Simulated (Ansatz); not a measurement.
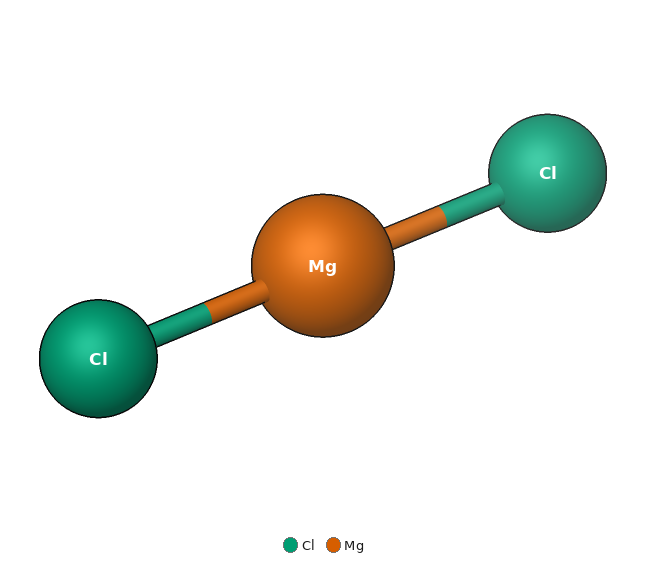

Ball-and-stick drawing of a structure. Every bond is drawn as one stick, whatever its order.

The computed structure is the end point of a PBE0-D4/def2-TZVP optimisation.

Which formula does it have?

Answer. MgCl₂, 3 atoms: 1 magnesium and 2 chlorine.

Count the bonded pairs by element.

Answer. 2 Cl–Mg.

Which point group does it belong to?

Answer. D∞h.

Give a SMILES string for it.

Answer. [Cl][Mg][Cl]

More results for the same structure follow; atom numbers are the same in all pictures, views and colours differ.

## Geometry

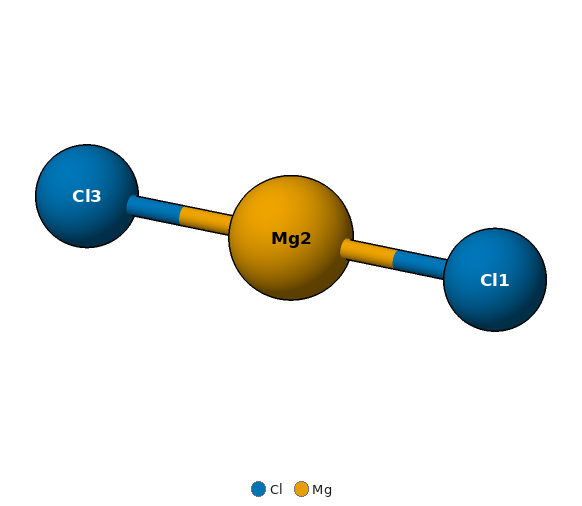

Which atoms are bonded, and how long are the bonds?

```json
{"bond": "Cl1–Mg2", "length (Å)": "2.169"}
{"bond": "Mg2–Cl3", "length (Å)": "2.169"}
```

## Charges

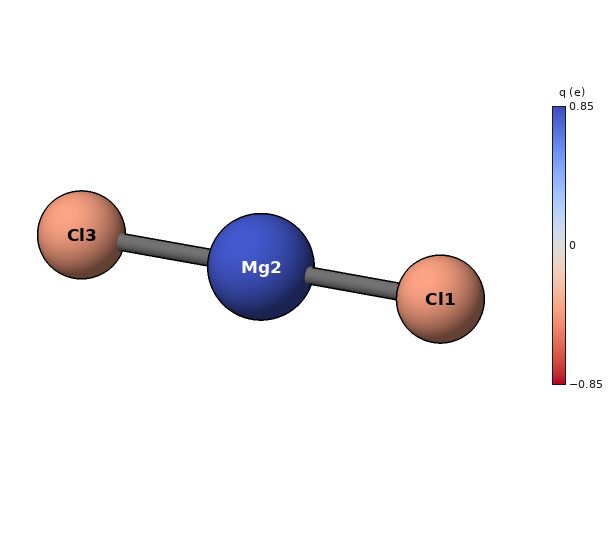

Atoms are coloured by their Mulliken charges. Method: RKS PBE-D4/def2-TZVPP (Ansatz 0.2.0).

Give the Mulliken charges atom by atom.

```csv
atom,value (e)
Cl1,−0.40
Mg2,0.81
Cl3,−0.40
```

## Vibrations

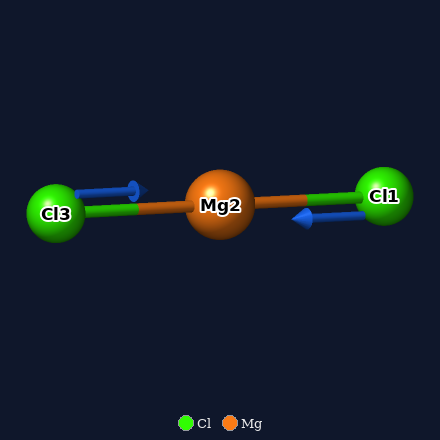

The arrows show one normal mode. Harmonic vibrations computed with RKS PBE0-D4/def2-TZVP (Ansatz 0.2.0) at a stationary point of the same level.

Describe the motion.

Answer. Mostly in-phase stretching of 2 Mg–Cl bonds.

At what wavenumber does it lie?

Answer. 323 cm⁻¹; it is mode 3 of 4 counted from the lowest.

## Electronic properties

Level of theory: RKS r2SCAN-D4/def2-TZVPP (Ansatz 0.2.0).

What does the calculation give?

- HOMO energy (Kohn–Sham orbital): −7.98 eV
- LUMO energy (Kohn–Sham orbital): −2.02 eV
- HOMO–LUMO gap: 5.96 eV
- vertical ionisation energy: 10.93 eV

Mulliken values depend strongly on the basis set and can even reverse the polarity of a bond.
